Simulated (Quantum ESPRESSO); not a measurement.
# Voltage at the next charge: Y2COF MXene, 1 layer against an electrode

How the rows were computed: Quantum ESPRESSO 7.5, LDA, GBRV ultrasoft; ESM with bc3, a metal electrode 6.01 Å above the top atoms; cell area 10.888 Å²; ions fixed. V is the potential energy of an electron at the electrode over the slab's Fermi level, divided by e, so that it equals the work function at zero charge; positive charge removes electrons.

| charge (e a cell) | V (V) |
| --- | --- |
| 0 | 6.323 |
| 0.0157 | 7.773 |
| 0.0314 | 9.225 |

**Question.** What is V at a charge of 0.0628 e, and what capacitance do the rows imply?

By hand: The last two rows give dV/dq = (9.225 − 7.773)/(0.0314 − 0.0157) = 92.5 V/e, so C = 1602/(10.888 × 92.5) = 1.59 µF/cm², an effective gap of 8.854/1.59 = 5.56 Å. At constant C, V = 9.225 + 92.5 × 0.0314 = 12.13 V.

What the calculation gave: V = 12.125 V; the estimate misses by 0.00 V, 0.1 % of the step. Over the three intervals C goes 1.59, 1.59 and 1.59 µF/cm².

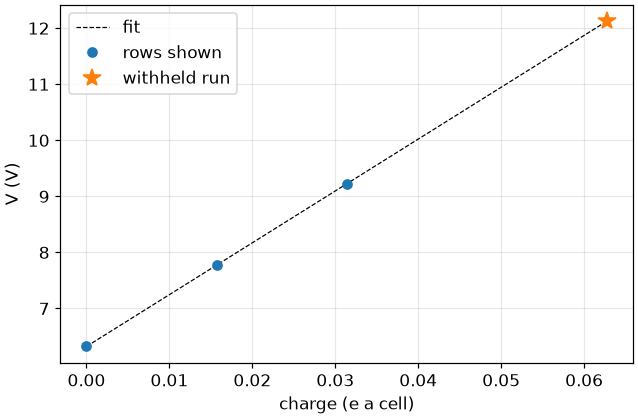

The rows shown, the fit and the withheld run.

**Limits.** Vacuum fills the gap; a dielectric or electrolyte would change C. The slab is thin.
